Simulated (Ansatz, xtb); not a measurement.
Pulling on the Se4–H5 bond in GaH3Se (SMILES [GaH2][SeH]) (multiplicity 1 held, fragments rigid). Energies count from the point at 1.471 Å.
Geometry at that point (charge 0, multiplicity 1):
```xyz
5

Ga     0.27486     0.01122    -1.15295
H     -0.80376    -0.57602    -2.11692
H      1.66170     0.60371    -1.55588
Se    -0.30399    -0.02840     1.11359
H      0.95712     0.59005     1.55217
```

R- and RO- levels are restricted; in cc, def2 and unpolarised 6-31G sets they are followed outwards from rest. Active spaces are followed from a long bond inwards. Levels need not reach the same state.

Correlated levels freeze the cores. Filled d and f shells under p-block atoms count as core.

Programs: Ansatz (a quantum-chemistry and plane-wave program) with Gaussian orbitals; xtb for the GFN methods. Values without a source in brackets are computed. The GFN methods have no spin term and hold the electronic entropy of 300 K.

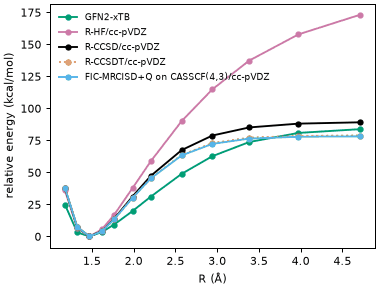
Relative energy along the coordinate

Q: Read off the GFN2-xTB curve at R = 1.177.

A: about 25 kcal/mol

Doubts at one or more of the structures used: a restricted determinant that unrestricted orbitals would lower (R-HF/cc-pVDZ, R-CCSD/cc-pVDZ, R-CCSDT/cc-pVDZ); other coupled-cluster roots lie near (R-CCSD/cc-pVDZ, R-CCSDT/cc-pVDZ); active orbitals that take no part (FIC-MRCISD+Q on CASSCF(4,3)/cc-pVDZ).
